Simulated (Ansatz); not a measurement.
The starting structures come from a database of crystals and need not be the phases stable at ambient conditions.

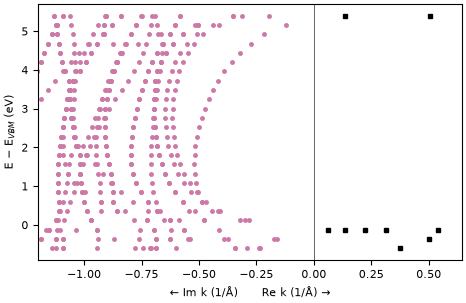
Complex bands at the centre of the two-dimensional zone; r2SCAN in Ansatz (an electronic-structure program)

No gap correction and no spin-orbit coupling; mid-gap values are interpolated between computed energies.

### Question
This is Rb$_{3}$Na(WO$_{4}$)$_{2}$ (P-3m1, not sure to be the ambient phase, 14 atoms a cell, 20.1 Å³ an atom, -6 GPa at this level) along the normal of (100). Read off the slowest decay at the centre of the two-dimensional zone at 2.52 eV, the computed energy nearest the middle of the gap.

### Answer
κ ≈ 0.50 1/Å, a decay length 1/(2κ) of the density of 1.0 Å.
